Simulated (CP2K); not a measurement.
# Si2H6O (disiloxane) at PBE0/TZV2P-MOLOPT-PBE0-GTH (core potential)

Aim: the energy change on altering one bond length of Si2H6O (disiloxane) at PBE0/TZV2P-MOLOPT-PBE0-GTH (core potential), from 2 runs. 

The results are computed with CP2K 2026.2.

1 further run of the same task is left out (set aside as unsound or not needed).

## Step 1: The system as given

Si2H6O: 9 atoms, total charge 0, spin state singlet. SMILES: `[SiH3]O[SiH3]`. Geometry: relaxed at PBE0-D4/def2-TZVP.

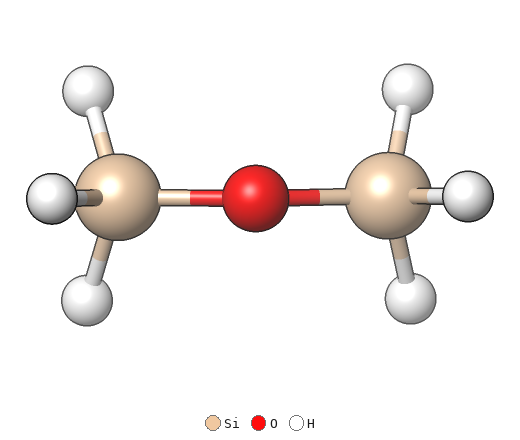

The structure, seen from a chosen angle (silicon light orange, oxygen red, hydrogen white).

## Step 2: The energy at PBE0/TZV2P-MOLOPT-PBE0-GTH (core potential)

Contents of molecule.xyz:

```xyz
9

Si    -0.710290     1.052660    -0.919520
O      0.425550     0.090990    -0.245380
Si     0.775570    -1.038810     0.881750
H     -1.787270     0.226580    -1.525660
H     -0.060640     1.872420    -1.970220
H     -1.306170     1.942760     0.111330
H      2.224270    -1.343130     0.800010
H     -0.009310    -2.275600     0.628780
H      0.448290    -0.527870     2.238910
```

Contents of qs.inp:

```
&GLOBAL
  PROJECT qs
  RUN_TYPE ENERGY
  PRINT_LEVEL MEDIUM
&END
&FORCE_EVAL
  METHOD Quickstep
  &DFT
    BASIS_SET_FILE_NAME BASIS_MOLOPT_UZH
    BASIS_SET_FILE_NAME BASIS_ADMM_UZH
    POTENTIAL_FILE_NAME POTENTIAL_UZH
    CHARGE 0
    MULTIPLICITY 1
    # Quickstep
    &QS
      METHOD GPW
      EPS_DEFAULT 1.0E-10
    &END
    # plane-wave cutoff in Ry
    &MGRID
      CUTOFF 400
      REL_CUTOFF 50
      NGRIDS 4
    &END
    &POISSON
      PERIODIC NONE
      POISSON_SOLVER MULTIPOLE
    &END
    &SCF
      SCF_GUESS ATOMIC
      EPS_SCF 1.0E-06
      MAX_SCF 100
      ADDED_MOS 10
      &DIAGONALIZATION
        ALGORITHM STANDARD
      &END
      &MIXING
        METHOD DIRECT_P_MIXING
        ALPHA 0.4
      &END
    &END
    &XC
      &XC_FUNCTIONAL
        &PBE
          SCALE_X 0.75
          SCALE_C 1.0
        &END
      &END
      &HF
        FRACTION 0.25
        &SCREENING
          EPS_SCHWARZ 1.0E-09
          SCREEN_ON_INITIAL_P F
        &END
        &INTERACTION_POTENTIAL
          POTENTIAL_TYPE COULOMB
        &END
        &MEMORY
          MAX_MEMORY 1050
        &END
      &END
    &END
    &AUXILIARY_DENSITY_MATRIX_METHOD
      ADMM_TYPE ADMMS
      EXCH_CORRECTION_FUNC PBEX
    &END
    &PRINT
      &MOMENTS
        PERIODIC F
        REFERENCE COM
        MAX_MOMENT 1
      &END
      &MO ON
        ENERGIES T
        OCCUPATION_NUMBERS T
        NDIGITS 6
        &EACH
          QS_SCF 0
        &END
        ADD_LAST NUMERIC
      &END
      &HIRSHFELD OFF
      &END
    &END
  &END
  &SUBSYS
    &CELL
      ABC [angstrom] 11 11.2 11.2
      PERIODIC NONE
    &END
    &TOPOLOGY
      COORD_FILE_NAME molecule.xyz
      COORD_FILE_FORMAT XYZ
      &CENTER_COORDINATES
      &END
    &END
    &KIND Si
      BASIS_SET ORB TZV2P-MOLOPT-PBE0-GTH-q4
      BASIS_SET AUX_FIT admm-tzp-q4
      POTENTIAL GTH-PBE0-q4
    &END
    &KIND O
      BASIS_SET ORB TZV2P-MOLOPT-PBE0-GTH-q6
      BASIS_SET AUX_FIT admm-tzp-q6
      POTENTIAL GTH-PBE0-q6
    &END
    &KIND H
      BASIS_SET ORB TZV2P-MOLOPT-PBE0-GTH-q1
      BASIS_SET AUX_FIT admm-tzp-q1
      POTENTIAL GTH-PBE0-q1
    &END
  &END
&END
```

The run is started by

```bash
$ OMP_NUM_THREADS=1 cp2k.psmp qs.inp > qs.out
```

The log of the run:

```text
CP2K| version string:                                       CP2K version 2026.2
[...]
 GLOBAL| Method name                                                        CP2K
[...]
 GLOBAL| Run type                                                         ENERGY
[...]
 DFT| Spin restricted Kohn-Sham (RKS) calculation                            RKS
 DFT| Multiplicity                                                             1
[...]
 DFT| Charge                                                                   0
[...]
 FUNCTIONAL| PBE:
 QS| Method:                                                                 GPW
[...]
 QS| Density cutoff [a.u.]:                                                200.0
[...]
 QS| Relative density cutoff [a.u.]:                                        25.0
[...]
                             - Atoms:                                          9
[...]
                             - Spherical basis functions:                    171
[...]
 Number of electrons:                                                         20
[...]
     1 P_Mix/Diag. 0.40E+00    3.8     4.32470278       -24.6272007233 -2.46E+01
[...]
    16 DIIS/Diag.  0.66E-06    3.0     0.00000025       -27.4888527339 -1.00E-12
  *** SCF run converged in    16 steps ***
[...]
  Overlap energy of the core charge distribution:               0.00000010261011
  Self energy of the core charge distribution:                -69.84556899229513
  Core Hamiltonian energy:                                     19.31772723596114
  Hartree energy:                                              31.14432660176365
  Exchange-correlation energy:                                 -6.23376204694203
  Hartree-Fock Exchange energy:                                -1.87157563500511
  Total energy:                                               -27.48885273390737
[...]
                     Mulliken Population Analysis
 #  Atom  Element  Kind  Atomic population                           Net charge
       1     Si       1          3.484928                              0.515072
       2     O        2          6.603597                             -0.603597
       3     Si       1          3.485022                              0.514978
       4     H        3          1.073388                             -0.073388
       5     H        3          1.066462                             -0.066462
       6     H        3          1.073578                             -0.073578
       7     H        3          1.066298                             -0.066298
       8     H        3          1.073311                             -0.073311
       9     H        3          1.073414                             -0.073414
 # Total charge                             20.000000                  0.000000
[...]
  Dipole moment [Debye]
    X= -0.2676137E+00 Y= -0.5845250E-01 Z=  0.1581670E+00  Total=      0.3163077
 ENERGY| Total FORCE_EVAL ( QS ) energy [hartree]            -27.488852733907372
[...]
```

Run time: 50 s. Hardware: 1 thread of Arm Neoverse V2, shared host; peak memory 1.2 GiB.

## Step 3: The distorted shape, same level

Contents of qs.inp:

```
&GLOBAL
   PROJECT qs
   RUN_TYPE ENERGY
   PRINT_LEVEL MEDIUM
&END
&FORCE_EVAL
   METHOD QUICKSTEP
   &DFT
      BASIS_SET_FILE_NAME BASIS_MOLOPT_UZH
      BASIS_SET_FILE_NAME BASIS_ADMM_UZH
      POTENTIAL_FILE_NAME POTENTIAL_UZH
      ! Quickstep
      &QS
         METHOD GPW
         EPS_DEFAULT 1.0E-10
      &END
      &MGRID
         CUTOFF 400
         REL_CUTOFF 50
         NGRIDS 4
      &END
      ! cluster boundary conditions
      &POISSON
         PERIODIC NONE
         POISSON_SOLVER MULTIPOLE
      &END
      &SCF
         SCF_GUESS ATOMIC
         EPS_SCF 1.0E-06
         MAX_SCF 100
         ADDED_MOS 10
         &DIAGONALIZATION
            ALGORITHM STANDARD
         &END
         &MIXING
            METHOD DIRECT_P_MIXING
            ALPHA 0.4
         &END
      &END
      ! exchange and correlation
      &XC
         &XC_FUNCTIONAL
            &PBE
               SCALE_X 0.75
               SCALE_C 1.0
            &END
         &END
         ! exact exchange
         &HF
            FRACTION 0.25
            &SCREENING
               EPS_SCHWARZ 1.0E-09
            &END
            &MEMORY
               MAX_MEMORY 1050
            &END
         &END
      &END
      &AUXILIARY_DENSITY_MATRIX_METHOD
         ADMM_TYPE ADMMS
         EXCH_CORRECTION_FUNC PBEX
      &END
      ! extra output
      &PRINT
         &MOMENTS
            PERIODIC F
            REFERENCE COM
            MAX_MOMENT 1
         &END
         &MO ON
            ENERGIES T
            OCCUPATION_NUMBERS T
            NDIGITS 6
            &EACH
               QS_SCF 0
            &END
            ADD_LAST NUMERIC
         &END
         &HIRSHFELD OFF
         &END
      &END
   &END
   &SUBSYS
      ! box in angstrom
      &CELL
         ABC 11.2 11.4 11.3
         PERIODIC NONE
      &END
      &COORD
         Si     4.586024     6.991204     4.545576
         O      5.892236     5.885286     5.320834
         Si     6.242256     4.755486     6.447964
         H      3.509044     6.165124     3.939436
         H      5.235674     7.810964     3.494876
         H      3.990144     7.881304     5.576426
         H      7.690955     4.451166     6.366224
         H      5.457375     3.518697     6.194994
         H      5.914976     5.266427     7.805124
      &END
      &KIND Si
         BASIS_SET ORB TZV2P-MOLOPT-PBE0-GTH-q4
         BASIS_SET AUX_FIT admm-tzp-q4
         POTENTIAL GTH-PBE0-q4
      &END
      &KIND O
         BASIS_SET ORB TZV2P-MOLOPT-PBE0-GTH-q6
         BASIS_SET AUX_FIT admm-tzp-q6
         POTENTIAL GTH-PBE0-q6
      &END
      &KIND H
         BASIS_SET ORB TZV2P-MOLOPT-PBE0-GTH-q1
         BASIS_SET AUX_FIT admm-tzp-q1
         POTENTIAL GTH-PBE0-q1
      &END
   &END
&END
```

The run is started by

```bash
$ OMP_NUM_THREADS=1 cp2k.psmp -i qs.inp -o qs.out
```

The log of the run, cut to the lines that bear on the results:

```text
CP2K| version string:                                       CP2K version 2026.2
[...]
 GLOBAL| Method name                                                        CP2K
[...]
 GLOBAL| Run type                                                         ENERGY
[...]
 DFT| Spin restricted Kohn-Sham (RKS) calculation                            RKS
 DFT| Multiplicity                                                             1
[...]
 DFT| Charge                                                                   0
[...]
 FUNCTIONAL| PBE:
 QS| Method:                                                                 GPW
[...]
 QS| Density cutoff [a.u.]:                                                200.0
[...]
 QS| Relative density cutoff [a.u.]:                                        25.0
[...]
                             - Atoms:                                          9
[...]
                             - Spherical basis functions:                    171
[...]
 Number of electrons:                                                         20
[...]
     1 P_Mix/Diag. 0.40E+00    3.8     4.08926967       -24.3994154781 -2.44E+01
[...]
    16 DIIS/Diag.  0.29E-06    3.1     0.00000030       -27.4639787760 -1.06E-11
  *** SCF run converged in    16 steps ***
[...]
  Overlap energy of the core charge distribution:               0.00000009189812
  Self energy of the core charge distribution:                -69.84556899229513
  Core Hamiltonian energy:                                     19.03596241202406
  Hartree energy:                                              31.36830702392969
  Exchange-correlation energy:                                 -6.17349329447598
  Hartree-Fock Exchange energy:                                -1.84918601708391
  Total energy:                                               -27.46397877600315
[...]
                     Mulliken Population Analysis
 #  Atom  Element  Kind  Atomic population                           Net charge
       1     Si       1          3.411142                              0.588858
       2     O        2          6.714656                             -0.714656
       3     Si       1          3.491592                              0.508408
[...]
  Dipole moment [Debye]
    X= -0.1204550E+01 Y=  0.8952081E+00 Z= -0.5751237E+00  Total=      1.6072042
 ENERGY| Total FORCE_EVAL ( QS ) energy [hartree]            -27.463978776003149
[...]
```

Run time: 51 s. Hardware: 1 thread of Arm Neoverse V2, shared host; peak memory 1.2 GiB.

## Step 4: Outcome

At PBE0/TZV2P-MOLOPT-PBE0-GTH (core potential):

```
                                                          quantity         value
                                         first shape: total energy  -27.48885 Eh
                                        first shape: dipole moment        0.32 D
                                          first shape: HOMO energy      -8.70 eV
                                          first shape: LUMO energy      -0.22 eV
                                        first shape: HOMO–LUMO gap       8.48 eV
                                     distorted shape: total energy  -27.46398 Eh
                                    distorted shape: dipole moment        1.61 D
                                      distorted shape: HOMO energy      -8.32 eV
                                      distorted shape: LUMO energy      -0.71 eV
                                    distorted shape: HOMO–LUMO gap       7.61 eV
energy change with the Si1–O2 bond stretched from 1.634 to 1.879 Å      0.677 eV
```

In words: With the Si1–O2 bond stretched from 1.634 to 1.879 Å the energy rises by 0.68 eV (15.6 kcal/mol).
